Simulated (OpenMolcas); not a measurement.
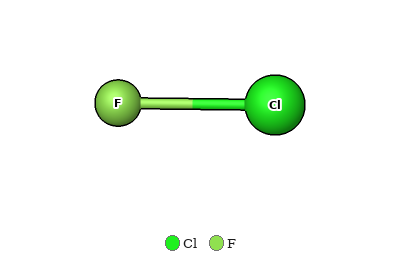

The molecule at the reference distance of 1.659 Å.

# Relativistic diatomic calculation for ClF (part 1 of 2)

- system: ClF.
- method: SA-CASSCF(10,6)/XMS-CASPT2 + RASSI spin-orbit (X2C scalar, AMFI), ANO-RCC-VTZP (OpenMolcas)

**Results in brief**

```
               quantity                      value
                outcome                  converged
 lowest spin-free state                         ¹Σ
lowest spin-orbit level  Ω = 0, −560.85305 hartree
             next level         Ω = 2, 22,166 cm⁻¹
               hardware  1 CPU thread, shared host
              wall time                       14 s
```

**The input**
```
&GATEWAY
Coord
2
angstrom
Cl 0.0 0.0 0.0
F 0.0 0.0 1.6590
Basis=ANO-RCC-VTZP
Group=XY
RX2C
AMFI
ANGMom
0.0 0.0 0.0
RICD
&SEWARD
&GUESSORB
&RASSCF
FileOrb=$CurrDir/o11.orb
Symmetry=1
Spin=1
nActEl=10 0 0
Inactive=6 2
RAS2=2 4
CIRoot=1 1 1
Linear
Iterations=120 100
OrbListing=Nothing
PRWF=0.15
>>COPY $Project.RasOrb $CurrDir/o11.orb
>>COPY $Project.rasscf.h5 $CurrDir/r11.h5
&CASPT2
XMultistate=all
Imaginary=0.2
IPEA=0.25
MaxIter=40
>>COPY $Project.JobMix JOB001
&RASSCF
FileOrb=$CurrDir/o32.orb
Symmetry=2
Spin=3
nActEl=10 0 0
Inactive=6 2
RAS2=2 4
CIRoot=4 4 1
Linear
Iterations=120 100
OrbListing=Nothing
PRWF=0.15
>>COPY $Project.RasOrb $CurrDir/o32.orb
>>COPY $Project.rasscf.h5 $CurrDir/r32.h5
&CASPT2
XMultistate=all
Imaginary=0.2
IPEA=0.25
MaxIter=40
>>COPY $Project.JobMix JOB002
&RASSCF
FileOrb=$CurrDir/o12.orb
Symmetry=2
Spin=1
nActEl=10 0 0
Inactive=6 2
RAS2=2 4
CIRoot=4 4 1
Linear
Iterations=120 100
OrbListing=Nothing
PRWF=0.15
>>COPY $Project.RasOrb $CurrDir/o12.orb
>>COPY $Project.rasscf.h5 $CurrDir/r12.h5
&CASPT2
XMultistate=all
Imaginary=0.2
IPEA=0.25
MaxIter=40
>>COPY $Project.JobMix JOB003
&RASSCF
FileOrb=$CurrDir/o31.orb
Symmetry=1
Spin=3
nActEl=10 0 0
Inactive=6 2
RAS2=2 4
CIRoot=1 1 1
Linear
Iterations=120 100
OrbListing=Nothing
PRWF=0.15
>>COPY $Project.RasOrb $CurrDir/o31.orb
>>COPY $Project.rasscf.h5 $CurrDir/r31.h5
&CASPT2
XMultistate=all
Imaginary=0.2
IPEA=0.25
MaxIter=40
>>COPY $Project.JobMix JOB004
&RASSI
Nr of JobIphs=4 1 4 4 1
1
1 2 3 4
1 2 3 4
1
SpinOrbit
EJob
Omega
MEES
MESO
Properties=4
'AngMom' 3 'Mltpl  1' 1 'Mltpl  1' 2 'Mltpl  1' 3
Thrs=1.0d-4
>>COPY $Project.rassi.h5 $CurrDir/so.h5
```

The first orbital files come from an earlier step.

Command:
```bash
pymolcas m.inp (one call a module block, same work directory)
```

**Log (extracts)**
```
++    Wave function specifications:
      Number of closed shell electrons          16
      Number of electrons in active shells      10
      Number of inactive orbitals                8
      Number of active orbitals                  6
      Number of secondary orbitals              50
      Spin quantum number                      0.0
      State symmetry                             1
++    Orbital specifications:
      Symmetry species                           1   2
                                                 a   b
      Frozen orbitals                            0   0
      Inactive orbitals                          6   2
      Active orbitals                            2   4
      RAS2 orbitals                              2   4
      Secondary orbitals                        26  24
      Number of basis functions                 34  30
      printout of CI-coefficients larger than  0.15 for root  1
      energy=    -560.447852
      conf/sym  11 2222     Coeff  Weight
            11  20 2222   0.17664 0.03120
            13  02 2222  -0.98363 0.96752
      Natural orbitals and occupation numbers for root  1
      sym 1:   0.064962   1.937597
      sym 2:   1.999645   1.999645   1.999075   1.999075
      RASSCF energy for state  1                   -560.44785211
::    RASSCF root number  1 Total energy:   -560.44785211
      Von Neumann Entropy (Root   1) =  0.20675
++    Wave function specifications:
      Number of closed shell electrons           4
      Number of electrons in active shells      10
      Number of inactive orbitals                2
      Number of active orbitals                  6
      Number of secondary orbitals              50
      Spin quantum number                      0.0
      State symmetry                             1
      Number of CSFs                            13
      Number of CASSCF root(s) available         1
      CASPT2 state passed to geometry opt.       1
      A file JOBMIX will be created
      This is a CASSCF or RASSCF reference function
  FINAL CASPT2 RESULT:
      Reference energy:        -560.4478521094
      E2 (Non-variational):      -0.4038535004
      Shift correction:          -0.0013177902
      E2 (Variational):          -0.4051712906
      Total energy:            -560.8530234001
      Reference weight:           0.90792
++    Wave function specifications:
      Number of closed shell electrons          16
      Number of electrons in active shells      10
      Number of inactive orbitals                8
      Number of active orbitals                  6
      Number of secondary orbitals              50
      Spin quantum number                      1.0
      State symmetry                             2
      printout of CI-coefficients larger than  0.15 for root  1
      energy=    -560.304147
      conf/sym  11 2222     Coeff  Weight
             3  2u 2u22  -0.22627 0.05120
             4  u2 222u  -0.96304 0.92745
      printout of CI-coefficients larger than  0.15 for root  2
      energy=    -560.304147
      conf/sym  11 2222     Coeff  Weight
             5  u2 22u2  -0.96304 0.92745
             7  2u u222  -0.22627 0.05120
      printout of CI-coefficients larger than  0.15 for root  3
      energy=    -560.174580
      conf/sym  11 2222     Coeff  Weight
             1  2u 222u   0.38110 0.14524
             6  u2 2u22   0.91234 0.83236
      printout of CI-coefficients larger than  0.15 for root  4
      energy=    -560.174580
      conf/sym  11 2222     Coeff  Weight
             2  2u 22u2  -0.38110 0.14524
             8  u2 u222  -0.91234 0.83236
      Natural orbitals and occupation numbers for root  1
      sym 1:   1.046451   1.953549
      sym 2:   2.000000   1.953549   2.000000   1.046451
      Natural orbitals and occupation numbers for root  2
      sym 1:   1.046451   1.953549
      sym 2:   1.953549   2.000000   1.046451   2.000000
      Natural orbitals and occupation numbers for root  3
      sym 1:   1.136632   1.863368
      sym 2:   2.000000   1.136632   2.000000   1.863368
      Natural orbitals and occupation numbers for root  4
      sym 1:   1.136632   1.863368
      sym 2:   1.136632   2.000000   1.863368   2.000000
      RASSCF energy for state  4                   -560.17458034
::    RASSCF root number  1 Total energy:   -560.30414688
::    RASSCF root number  2 Total energy:   -560.30414688
::    RASSCF root number  3 Total energy:   -560.17458034
::    RASSCF root number  4 Total energy:   -560.17458034
      Von Neumann Entropy (Root   1) =  1.04413
++    Wave function specifications:
      Number of closed shell electrons           4
      Number of electrons in active shells      10
      Number of inactive orbitals                2
      Number of active orbitals                  6
      Number of secondary orbitals              50
      Spin quantum number                      1.0
      State symmetry                             2
      Number of CSFs                             8
      Number of CASSCF root(s) available         4
      CASPT2 state passed to geometry opt.       4
      A file JOBMIX will be created
      This is a MULTI-STATE CASSCF reference
      Number of CI roots used                    4
      These are:                                 1   2   3   4
      Off-diagonal elements of Heff are computed
  FINAL CASPT2 RESULT:
      Reference energy:        -560.3041468845
      E2 (Non-variational):      -0.4470762459
      Shift correction:          -0.0024222589
      E2 (Variational):          -0.4494985047
      Total energy:            -560.7536453892
      Reference weight:           0.88355
  FINAL CASPT2 RESULT:
      Reference energy:        -560.3041468845
      E2 (Non-variational):      -0.4470835506
      Shift correction:          -0.0024226856
      E2 (Variational):          -0.4495062361
      Total energy:            -560.7536531206
      Reference weight:           0.88355
  FINAL CASPT2 RESULT:
      Reference energy:        -560.1745803381
      E2 (Non-variational):      -0.4217275937
      Shift correction:          -0.0022097403
      E2 (Variational):          -0.4239373339
      Total energy:            -560.5985176720
      Reference weight:           0.89088
  FINAL CASPT2 RESULT:
      Reference energy:        -560.1745803381
      E2 (Non-variational):      -0.4217257976
      Shift correction:          -0.0022096466
      E2 (Variational):          -0.4239354442
      Total energy:            -560.5985157823
      Reference weight:           0.89088
       Total XMS-CASPT2 energies:
::    XMS-CASPT2 Root  1     Total energy:   -560.75091032
::    XMS-CASPT2 Root  2     Total energy:   -560.75090220
::    XMS-CASPT2 Root  3     Total energy:   -560.60126086
::    XMS-CASPT2 Root  4     Total energy:   -560.60125858
++    Wave function specifications:
      Number of closed shell electrons          16
      Number of electrons in active shells      10
      Number of inactive orbitals                8
      Number of active orbitals                  6
      Number of secondary orbitals              50
      Spin quantum number                      0.0
      State symmetry                             2
      printout of CI-coefficients larger than  0.15 for root  1
      energy=    -560.268445
      conf/sym  11 2222     Coeff  Weight
             2  2u 22d2   0.96204 0.92552
             8  u2 d222  -0.26508 0.07027
      printout of CI-coefficients larger than  0.15 for root  2
      energy=    -560.268445
      conf/sym  11 2222     Coeff  Weight
             1  2u 222d  -0.96204 0.92552
             6  u2 2d22   0.26508 0.07027
      printout of CI-coefficients larger than  0.15 for root  3
      energy=    -560.162031
      conf/sym  11 2222     Coeff  Weight
             3  2u 2d22  -0.89367 0.79864
             4  u2 222d   0.44411 0.19723
      printout of CI-coefficients larger than  0.15 for root  4
      energy=    -560.162031
      conf/sym  11 2222     Coeff  Weight
             5  u2 22d2  -0.44411 0.19723
             7  2u d222   0.89367 0.79864
      Natural orbitals and occupation numbers for root  1
      sym 1:   1.931026   1.068974
      sym 2:   1.931026   2.000000   1.068974   2.000000
      Natural orbitals and occupation numbers for root  2
      sym 1:   1.931026   1.068974
      sym 2:   2.000000   1.931026   2.000000   1.068974
      Natural orbitals and occupation numbers for root  3
      sym 1:   1.805461   1.194539
      sym 2:   2.000000   1.194539   2.000000   1.805461
      Natural orbitals and occupation numbers for root  4
      sym 1:   1.805461   1.194539
      sym 2:   1.194539   2.000000   1.805461   2.000000
      RASSCF energy for state  4                   -560.16203076
::    RASSCF root number  1 Total energy:   -560.26844522
::    RASSCF root number  2 Total energy:   -560.26844522
::    RASSCF root number  3 Total energy:   -560.16203076
::    RASSCF root number  4 Total energy:   -560.16203076
      Von Neumann Entropy (Root   1) =  1.06388
++    Wave function specifications:
      Number of closed shell electrons           4
      Number of electrons in active shells      10
      Number of inactive orbitals                2
      Number of active orbitals                  6
      Number of secondary orbitals              50
      Spin quantum number                      0.0
      State symmetry                             2
      Number of CSFs                             8
      Number of CASSCF root(s) available         4
      CASPT2 state passed to geometry opt.       4
      A file JOBMIX will be created
      This is a MULTI-STATE CASSCF reference
      Number of CI roots used                    4
      These are:                                 1   2   3   4
      Off-diagonal elements of Heff are computed
  FINAL CASPT2 RESULT:
      Reference energy:        -560.2684452235
      E2 (Non-variational):      -0.4492463686
      Shift correction:          -0.0026563976
      E2 (Variational):          -0.4519027661
      Total energy:            -560.7203479897
      Reference weight:           0.87983
  FINAL CASPT2 RESULT:
      Reference energy:        -560.2684452225
      E2 (Non-variational):      -0.4492463621
      Shift correction:          -0.0026563973
      E2 (Variational):          -0.4519027594
      Total energy:            -560.7203479819
      Reference weight:           0.87983
  FINAL CASPT2 RESULT:
      Reference energy:        -560.1620307590
      E2 (Non-variational):      -0.4138669513
      Shift correction:          -0.0022116098
      E2 (Variational):          -0.4160785611
      Total energy:            -560.5781093201
      Reference weight:           0.89350
  FINAL CASPT2 RESULT:
      Reference energy:        -560.1620307585
      E2 (Non-variational):      -0.4138669471
      Shift correction:          -0.0022116087
      E2 (Variational):          -0.4160785558
      Total energy:            -560.5781093143
      Reference weight:           0.89350
       Total XMS-CASPT2 energies:
::    XMS-CASPT2 Root  1     Total energy:   -560.71691611
::    XMS-CASPT2 Root  2     Total energy:   -560.71691609
::    XMS-CASPT2 Root  3     Total energy:   -560.58154121
::    XMS-CASPT2 Root  4     Total energy:   -560.58154120
++    Wave function specifications:
      Number of closed shell electrons          16
      Number of electrons in active shells      10
      Number of inactive orbitals                8
      Number of active orbitals                  6
      Number of secondary orbitals              50
      Spin quantum number                      1.0
      State symmetry                             1
      printout of CI-coefficients larger than  0.15 for root  1
      energy=    -560.179179
      conf/sym  11 2222     Coeff  Weight
             7  uu 2222   0.99890 0.99779
      Natural orbitals and occupation numbers for root  1
      sym 1:   1.002207   1.002207
      sym 2:   1.998896   1.998896   1.998896   1.998896
      RASSCF energy for state  1                   -560.17917865
::    RASSCF root number  1 Total energy:   -560.17917865
      Von Neumann Entropy (Root   1) =  1.00220
++    Wave function specifications:
      Number of closed shell electrons           4
      Number of electrons in active shells      10
      Number of inactive orbitals                2
      Number of active orbitals                  6
      Number of secondary orbitals              50
      Spin quantum number                      1.0
      State symmetry                             1
      Number of CSFs                             7
      Number of CASSCF root(s) available         1
      CASPT2 state passed to geometry opt.       1
      A file JOBMIX will be created
      This is a CASSCF or RASSCF reference function
  FINAL CASPT2 RESULT:
      Reference energy:        -560.1791786459
      E2 (Non-variational):      -0.3919622784
      Shift correction:          -0.0014516414
      E2 (Variational):          -0.3934139198
      Total energy:            -560.5725925657
      Reference weight:           0.90784
  SPIN-FREE ENERGIES:
  (Shifted by EMIN (a.u.) =       -560.8530234001)
 SF State       Relative EMIN(au)   Rel lowest level(eV)    D:o, cm**(-1)      Abs_M
     1             0.0000000000        0.0000000000              0.0000         0.0
     2             0.1021130807        2.7786384791          22411.2307         1.0
     3             0.1021212014        2.7788594551          22413.0130         1.0
     6             0.1361072934        3.7036681326          29872.0981         1.0
     7             0.1361073072        3.7036685084          29872.1011         1.0
     4             0.2517625375        6.8508076495          55255.4901         1.0
     5             0.2517648165        6.8508696654          55255.9903         1.0
     8             0.2714821936        7.3874068291          59583.4544         1.0
     9             0.2714822000        7.3874070031          59583.4558         1.0
    10             0.2804308344        7.6309117496          61547.4540         0.0
```

(Continued in part 2.)
